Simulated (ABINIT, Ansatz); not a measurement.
# BaZrO3 (Pm-3m): third-order response, part 3 of 3

Aim: Raman and infrared lines of BaZrO3 (Pm-3m).

ABINIT 10.8.3; DFT LDA, scalar-relativistic, plane waves, PseudoDojo norm-conserving pseudopotentials.

So far, mean static dielectric tensor (ions relaxed, fixed cell): step 7 (zone-centre analysis) 62.6.

### 8. A second program

The same cell goes through another code at the same cutoff. The files are of one family, but Ansatz's library holds files of its own making for some heavy elements, so those for Ba may differ. Its k mesh is centred on Γ.

This step: DFT LDA, scalar-relativistic, plane waves, norm-conserving pseudopotentials of its library (PseudoDojo's, some remade) (Ansatz 0.2.0).

Input file input.yaml:

```yaml
crystal:
  lattice:
    - [4.1497159948, 0.0, 0.0]
    - [0.0, 4.1497159948, 0.0]
    - [0.0, 0.0, 4.1497159948]
  atoms:
    - { symbol: Ba, position: [0.0, 0.0, 0.0] }
    - { symbol: Zr, position: [0.5, 0.5, 0.5] }
    - { symbol: O, position: [0.0, 0.5, 0.5] }
    - { symbol: O, position: [0.5, 0.0, 0.5] }
    - { symbol: O, position: [0.5, 0.5, 0.0] }
kpoints:
  mp_grid: { grid: [6, 6, 6] }
hamiltonian:
  xc: lda
  pseudopotentials: { kind: nc, accuracy: standard }
scf:
  occupations: { method: fixed }
output:
  eigenvalues: true
basis:
  ecutwfc: 979.61
phonons:
  method: dfpt
  dielectric: true
  rigid_motions: translations
  raman: true
```

The run is started by

```
> ansatz run input.yaml --threads 16 --pin off --max-ram 32768MiB --backend cpu --events-out ev --progress --plain --runs-dir out
```

What it wrote:

```text
Warning: basis.ecutwfc = 979.61 eV is below the records' recommended 1142.878222 eV, and the density's cutoff is lower with it unless basis.ecutrho_ratio is high enough to keep the records' density cutoff: compare with a run at a higher cutoff
Engine: ansatz 0.2.0, aarch64-unknown-linux-gnu
Pseudopotentials: kind: nc
Pseudopotential: Ba, nc, valence charge 10, recommended cutoff 770 eV (normal), Ba.nc.azcp (PseudoDojo's, or run here from an input of PseudoDojo's; its table is named by hamiltonian.pseudopotentials.accuracy)
Pseudopotential: Zr, nc, valence charge 12, recommended cutoff 952.398519 eV (normal), Zr.nc.azcp (PseudoDojo's, or run here from an input of PseudoDojo's; its table is named by hamiltonian.pseudopotentials.accuracy)
Pseudopotential: O, nc, valence charge 6, recommended cutoff 1142.878222 eV (normal), O.nc.azcp (PseudoDojo's, or run here from an input of PseudoDojo's; its table is named by hamiltonian.pseudopotentials.accuracy)
Functional definition: SPW92
  exchange = slater_x
  correlation = pw_c
Crystal: 5 atoms, lattice volume = 71.459 Å³
Basis set: ecut = 979.61 eV, 4945 PW (Γ), exchange–correlation on 90×90×90 points (8 copies of the dense FFT grid, shifted against one another)
Bands: 25, of which v1, the nominal top of the filled ones, is band 20 counted from 1 (19 counted from 0)
Symmetry: 48 space group operations
k-points: 80 of 216 (irreducible under 2 space group operations, time reversal used)
Non-local potential: Ba, projectors of the file, l = 0: 2, l = 1: 2, l = 2: 2, l = 3: 2
Non-local potential: Zr, projectors of the file, l = 0: 2, l = 1: 2, l = 2: 2
Non-local potential: O, projectors of the file, l = 0: 2, l = 1: 2, l = 2: 1
Initial density: superposition of atomic densities (chi_scale 0.1, normalization cell, long waves kept (reshape's long-wave potential 0.00 eV rms))
Initial wavefunctions: pseudopotential atomic-orbital guess
Functional: x = slater, c = lda
SCF iter   1: F=—  HF=-3501.839772 eV  |F-HF|=—  |Δ(HF+E_count)|=         —  Δρ=5.13e-2  dr2=1.24e0  ethr=3.10e-3  ⟨swp⟩=7.4  Hψ=9293  notcnv=0  defer=186
preconditioner: auto → Resta (q_TF=auto, 2.477 Å⁻¹)  ε∞=3.8  [insulator: Δε(μ)=2.891 eV  Ē_g=16.150 eV  n_scr=18 (ndim 8)  ℏωp=27.1 eV  f_vac=0.000  ε∞_Penn≈3.8]
SCF iter   2: F=—  HF=-3501.524191 eV  |F-HF|=—  |Δ(HF+E_count)|=   3.16e-1  Δρ=2.30e-2  dr2=3.50e-1  ethr=3.09e-3  ⟨swp⟩=3.2  Hψ=3602  notcnv=0  defer=202
SCF iter   3: F=—  HF=-3501.430599 eV  |F-HF|=—  |Δ(HF+E_count)|=   9.36e-2  Δρ=1.34e-2  dr2=8.92e-2  ethr=8.74e-4  ⟨swp⟩=3.9  Hψ=3622  notcnv=0  defer=211
SCF iter   4: F=—  HF=-3501.409890 eV  |F-HF|=—  |Δ(HF+E_count)|=   2.07e-2  Δρ=2.40e-3  dr2=1.78e-3  ethr=2.23e-4  ⟨swp⟩=3.3  Hψ=3436  notcnv=0  defer=215
SCF iter   5: F=—  HF=-3501.410152 eV  |F-HF|=—  |Δ(HF+E_count)|=   2.62e-4  Δρ=6.81e-4  dr2=1.53e-4  ethr=4.46e-6  ⟨swp⟩=2.9  Hψ=3739  notcnv=0  defer=232
SCF iter   6: F=—  HF=-3501.410143 eV  |F-HF|=—  |Δ(HF+E_count)|=   9.19e-6  Δρ=1.23e-4  dr2=4.00e-6  ethr=3.83e-7  ⟨swp⟩=2.2  Hψ=3094  notcnv=0  defer=229
SCF iter   7: F=—  HF=-3501.410085 eV  |F-HF|=—  |Δ(HF+E_count)|=   5.77e-5  Δρ=2.19e-5  dr2=1.81e-7  ethr=1.00e-8  ⟨swp⟩=2.6  Hψ=3701  notcnv=0  defer=229
SCF iter   8: F=—  HF=-3501.410085 eV  |F-HF|=—  |Δ(HF+E_count)|=  2.51e-10  Δρ=3.90e-6  dr2=6.51e-9  ethr=4.52e-10  ⟨swp⟩=2.1  Hψ=3256  notcnv=0  defer=229
SCF iter   9: F=-3501.410085 eV  HF=-3501.410085 eV  |F-HF|=2.41e-11  |Δ(HF+E_count)|=  2.64e-10  Δρ=3.59e-7  dr2=6.27e-11  ethr=1.00e-12  ⟨swp⟩=21.8  Hψ=23512  notcnv=0
SCF 1 converged in 9 iterations: F = -3501.410085 eV  dr2 = 6.27e-11
DFPT response loops at Γ: preconditioner auto → none (the input reference at scf.mixing.eps_inf says where Resta's filter doesn't serve); β = 0.50; Broyden in place of MSR1
── the response to a field inside a basis, on 8×8×8 k-points: an SCF that follows is theirs, and a resumed run solves both again ──
Bands: 21, of which v1, the nominal top of the filled ones, is band 20 counted from 1 (19 counted from 0)
k-points: 20
Initial density: handed on by an earlier stage of this run
Initial wavefunctions: pseudopotential atomic-orbital guess (no wavefunctions were taken with the density)
Eigensolver: Dense (20 Hₖ)
SCF iter   1: F=—  HF=-3501.406151 eV  |F-HF|=—  |Δ(HF+E_count)|=         —  Δρ=5.74e-4  dr2=2.12e-5  ethr=1.00e-1
preconditioner: auto → Resta (q_TF=auto, 2.477 Å⁻¹)  ε∞=4.3  [insulator: Δε(μ)=3.381 eV  Ē_g=15.006 eV  n_scr=18 (ndim 8)  ℏωp=27.1 eV  f_vac=0.000  ε∞_Penn≈4.3]
SCF iter   2: F=—  HF=-3501.406156 eV  |F-HF|=—  |Δ(HF+E_count)|=   4.32e-6  Δρ=2.94e-4  dr2=5.17e-6  ethr=5.30e-8
SCF iter   3: F=—  HF=-3501.406158 eV  |F-HF|=—  |Δ(HF+E_count)|=   2.03e-6  Δρ=9.50e-5  dr2=7.88e-7  ethr=1.29e-8
SCF iter   4: F=—  HF=-3501.406158 eV  |F-HF|=—  |Δ(HF+E_count)|=   1.73e-7  Δρ=3.50e-6  dr2=4.57e-9  ethr=1.97e-9
SCF iter   5: F=-3501.406158 eV  HF=-3501.406158 eV  |F-HF|=0.00e0  |Δ(HF+E_count)|=   1.15e-9  Δρ=4.16e-7  dr2=7.66e-11  ethr=1.14e-11
SCF 1 converged in 5 iterations: F = -3501.406158 eV  dr2 = 7.66e-11
DFPT response loops at Γ: mixed as the last ones told, above
DFPT response loops at Γ: mixed as the last ones told, above
SCF converged after 9 iterations
Free energy (F): -3501.410085 eV
Harris-Foulkes:  -3501.410085 eV  (|F-HF|=2.41e-11)
Internal energy: -3501.410085 eV  (E = F + TS)
E sigma→0 (E₀):  -3501.410085 eV
Fermi energy:    9.909144 eV
--- Per-component energies (eV) ---
  E_band       = -82.472233
  E_kinetic    = 1476.501963
  E_local      = -2160.537352  (includes V_loc(G=0)·N_el)
  E_nonlocal   = 34.609772
  E_hartree    = 660.395157
  E_xc         = -791.582524
  E_vxc        = -753.836632  (∫ρ·V_xc dr)
  E_ewald      = -2720.797101
  E_smearing   = -0.000000  (= −TS)
  E_closure    = 0.000000  (closes the sum)
  Σ components = -3501.410085   (vs F -3501.410085, Δ=0.00e0)
--- Band table (eV; the first three rows and the last of 80) ---
  k-point 0: bands = [... 16 lower, 8.8551, 9.7589, 9.7589, 9.7589, 13.1106, 13.1106, 13.1106, 14.5915, ... 1 higher]
  k-point 1: bands = [... 16 lower, 8.6564, 9.0693, 9.6726, 9.6726, 13.1974, 13.7507, 13.7507, 15.0330, ... 1 higher]
  k-point 2: bands = [... 16 lower, 8.3108, 8.3336, 9.5695, 9.5695, 13.3922, 15.0359, 15.0359, 15.9511, ... 1 higher]
  k-point 79: bands = [... 16 lower, 7.3954, 9.9091, 9.9091, 9.9091, 16.0685, 16.0685, 16.0685, 17.1423, ... 1 higher]
--- Phonons (Γ-DFPT): 4 representative perturbations + reference, on 80 of 216 k-points (Σ response iterations 13) ---
  k mesh reduced under 2 symmetry operations, with k and −k counted as one. Each operation leaves every solved perturbation unchanged. A smaller set is not considered because the run solves the response to a homogeneous field
  ASR residual: 5.452e-4 → 0.000e0 eV/Å²; symmetrization residual: 6.077e-6 eV/Å²
  ASR residual per site (eV/Å²): 1.58e-4 5.45e-4 4.02e-4 4.02e-4 4.02e-4
  Γ frequencies (cm⁻¹): 0.00 0.00 0.00 88.83 88.83 88.83 167.69 167.69 167.69 193.20 193.20 193.20 524.89 524.89 524.89
  ε∞ (high-frequency dielectric tensor):
        4.894632    -0.000000     0.000000
       -0.000000     4.894632     0.000000
        0.000000     0.000000     4.894632
  ε⁰ (static dielectric tensor: ions relaxed, cell fixed):
       74.487218     0.000000     0.000000
        0.000000    74.487218    -0.000000
        0.000000    -0.000000    74.487218
  ε⁰ − ε∞ (ionic part):
       69.592586     0.000000     0.000000
        0.000000    69.592586    -0.000000
        0.000000    -0.000000    69.592586
  softest optical mode at Γ: 88.83 cm⁻¹; the repairs (sum rule, projections) moved no ω² at Γ by more than (2.90 cm⁻¹)²
  Born effective charges Z* (e; rows j = field, columns β = displacement):
    site 0:
         2.74690   -0.00000    0.00000
         0.00000    2.74690    0.00000
         0.00000    0.00000    2.74690
    site 1:
         6.10481   -0.00000    0.00000
         0.00000    6.10481    0.00000
         0.00000   -0.00000    6.10481
    site 2:
        -4.78767    0.00000   -0.00000
         0.00000   -2.03202    0.00000
         0.00000    0.00000   -2.03202
    site 3:
        -2.03202   -0.00000    0.00000
        -0.00000   -4.78767    0.00000
         0.00000    0.00000   -2.03202
    site 4:
        -2.03202    0.00000    0.00000
        -0.00000   -2.03202    0.00000
        -0.00000    0.00000   -4.78767
  Z* charge neutrality: 6.285e-4 e pre-enforcement
  solved inside a basis spanned on kpoints, on 8×8×8 k-points transformed towards the longest dipole: ε∞ is read to err by 1.3e-2, Z* by 2.0e-2 e (field_mesh: kpoints solves on kpoints); Z* is corrected for what the basis lacks
  Raman tensors (in the event stream and the table raman_tensors.tsv): an entry may err by 2.6e-3 Å², one of the second-order susceptibility by 1.5e-19 pm/V (basis, points and sum rule); their sum over the sites missed zero by 1.863e-20 Å² ahead of its enforcement
  optical modes at Γ without the LO–TO term, one row a degenerate level:
      ω (cm⁻¹)  modes    IR ((D/Å)²/amu)  static Raman (Å⁴/amu)  depolarisation
         88.83      3            40.6234                 0.0000               —
        167.69      3             0.0000                 0.0000               —
        193.20      3            59.9433                 0.0000               —
        524.89      3            66.3986                 0.0000               —
  optical modes at Γ + LO–TO along q̂ = [1.0000, 0.0000, 0.0000]:
      ω (cm⁻¹)  modes    IR ((D/Å)²/amu)  static Raman (Å⁴/amu)  depolarisation
         88.83      2            27.0822                 0.0000               —
        135.29      1             0.1490                 0.0000               —
        167.69      3             0.0000                 0.0000               —
        193.20      2            39.9622                 0.0000               —
        363.96      1             6.4617                 0.0000               —
        524.89      2            44.2657                 0.0000               —
        713.68      1            49.0444                 0.0000               —
  optical modes at Γ + LO–TO along q̂ = [0.0000, 1.0000, 0.0000]:
      ω (cm⁻¹)  modes    IR ((D/Å)²/amu)  static Raman (Å⁴/amu)  depolarisation
         88.83      2            27.0822                 0.0000               —
        135.29      1             0.1490                 0.0000               —
        167.69      3             0.0000                 0.0000               —
        193.20      2            39.9622                 0.0000               —
        363.96      1             6.4617                 0.0000               —
        524.89      2            44.2657                 0.0000               —
        713.68      1            49.0444                 0.0000               —
  optical modes at Γ + LO–TO along q̂ = [0.0000, 0.0000, 1.0000]:
      ω (cm⁻¹)  modes    IR ((D/Å)²/amu)  static Raman (Å⁴/amu)  depolarisation
         88.83      2            27.0822                 0.0000               —
        135.29      1             0.1490                 0.0000               —
        167.69      3             0.0000                 0.0000               —
        193.20      2            39.9622                 0.0000               —
        363.96      1             6.4617                 0.0000               —
        524.89      2            44.2657                 0.0000               —
        713.68      1            49.0444                 0.0000               —
```

Wall time 79 s (16 threads of Arm Neoverse V2, shared host); peak memory 5.6 GiB; 15 min of CPU time.

Read from the output:

- gap on the k-mesh: 3.201 eV
- sum-rule residual before enforcement: 5.45e-4 eV/Å²
- miss of the charge sum rule: 6.28e-4 e
- estimated error of the dielectric tensor: 0.01310
- estimated error of the Born charges: 0.02004 e
- lowest optical zone-centre mode: 88.83 cm⁻¹
- mean high-frequency dielectric constant: 4.895
- largest Born charge in size (third of the trace): 6.105 e
- mean static dielectric constant: 74.49
- highest mode moved by the LO-TO term: 713.7 cm⁻¹

Transverse modes. Infrared lines, with heights relative to the strongest:

| position (cm⁻¹) | label | IR intensity ((D/Å)²/amu), degenerate modes summed, relative |
| --- | --- | --- |
| 89 | T1u | 61 |
| 168 | T2u | 0.0 |
| 193 | T1u | 90 |
| 525 | T1u | 100 |

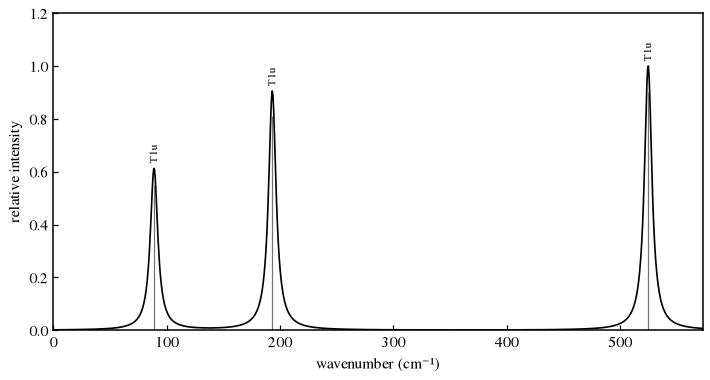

The infrared spectrum, broadened with Lorentzians of width 8 cm⁻¹; bars mark the lines.

### 9. The two compared: ABINIT PseudoDojo and Ansatz, library NC

Numbers from this step:

```yaml
root_mean_square_difference: 5.85 cm⁻¹
largest_difference: 9.17 cm⁻¹
```

Optical modes, paired by symmetry label. Frequencies side by side, by row:

```
q (reciprocal lattice)  mode  ABINIT PseudoDojo (cm⁻¹)  Ansatz, library NC (cm⁻¹)
                 0 0 0     4                        98                      88.83
                 0 0 0     5                        98                      88.83
                 0 0 0     6                        98                      88.83
                 0 0 0     7                     174.5                      167.7
                 0 0 0     8                     174.5                      167.7
                 0 0 0     9                     174.5                      167.7
                 0 0 0    10                     195.7                      193.2
                 0 0 0    11                     195.7                      193.2
                 0 0 0    12                     195.7                      193.2
                 0 0 0    13                     524.9                      524.9
                 0 0 0    14                     524.9                      524.9
                 0 0 0    15                     524.9                      524.9
```

The two runs side by side. Further quantities:

```csv
quantity,ABINIT PseudoDojo,"Ansatz, library NC"
mean ε∞,4.886,4.895
"largest Born charge in size (e; the first before, the second after the charge sum rule)",6.107,6.105
summed IR intensity ((D/Å)²/amu),166.7,167
summed Raman activity (Å⁴/amu),0,0
```

At the zone centre the largest difference (acoustic modes at Γ apart) is 2 % of the highest mode, but 9 % of the mode at 98 cm⁻¹ on which it sits.

### 10. Summary of results

```
space group after relaxation                                           : Pm-3m
volume per atom                                                        : 14.3 Å³
highest optical zone-centre mode (no LO-TO term)                       : 524.9 cm⁻¹
lowest optical zone-centre mode                                        : 98.0 cm⁻¹
highest mode moved by the LO-TO term                                   : 713.8 cm⁻¹
mean high-frequency dielectric constant                                : 4.89
largest Born charge in size (third of the trace)                       : 6.11 e
mean static dielectric constant                                        : 62.6
imaginary optical modes at the zone centre (no q mesh in this session) : none
largest difference from Ansatz, library NC                             : 9.17 cm⁻¹
```

No mode is Raman active in this structure; the strongest infrared line lies at 525 cm⁻¹. At the LDA level the optical modes of BaZrO3 (Pm-3m) at the zone centre (no LO-TO term) run from 98 to 525 cm⁻¹. The base run prints -0.79 GPa, mostly the error of a finite basis; the relaxation, with a smoothed and higher cutoff, had brought the cell to rest. Along the directions run, the highest mode that the macroscopic field moves lies at 714 cm⁻¹. Lattice motion raises the mean dielectric constant from 4.886 to 62.65. ABINIT PseudoDojo and Ansatz, library NC differ by 5.8 cm⁻¹ in the root mean square and by 9.2 cm⁻¹ at most, 1.7 % of the highest mode compared (acoustic modes at Γ left out); the two use different potentials, and the cell was not relaxed for the second set. These are harmonic frequencies at zero temperature: anharmonic shifts and linewidths and thermal expansion are left out. Spin-orbit coupling is left out, which can matter for the heavy elements here. The published file for Ba has no f projectors, which tends to make oxide cells too large. Ansatz warns that the cutoff lies 14 % under the one recommended for these files; agreement at one cutoff is not convergence. The total energies of the two programs lie far apart, so at least one potential file in Ansatz's library differs from the published one read by the first program.

Calculation against experiment:

| quantity | measured | LDA PseudoDojo norm-conserving, ABINIT | LDA norm-conserving PseudoDojo |
| --- | --- | --- | --- |
| lattice constant a (Å) | 4.192 | 4.150 (-1.0 %) | - |
| static dielectric constant (mean of the tensor) | 40 | 62.65 (+56.6 %) | 74.49 (+86.2 %) |

Measured values from arxiv:cond-mat/0602127 (2006) and arxiv:1312.3131 (2013).

**Verdict.** The lattice constant a is off by -1.0 %: fair agreement. The static dielectric constant is off by +56.6 % at LDA PseudoDojo norm-conserving, ABINIT. The grades are ours: good and fair within 0.7 and 1.5 % for the lattice constant a and 10 and 25 % for the static dielectric constant. For lattice constants and static dielectric constant the calculation has a static lattice, without zero-point motion or thermal expansion (measured at up to 300 K).

[Host names and launcher messages were left out of these logs when they were recorded.]

[Logs are printed without paths, hosts, clocks, repeated set-up lines and the standing remarks that a program may print on its own settings, such as how far it seeks lower states.]

[Hosts, paths, dates, database ids (printed as entryN), source tags and the programs' standing remarks are cut or masked in the printed files.]
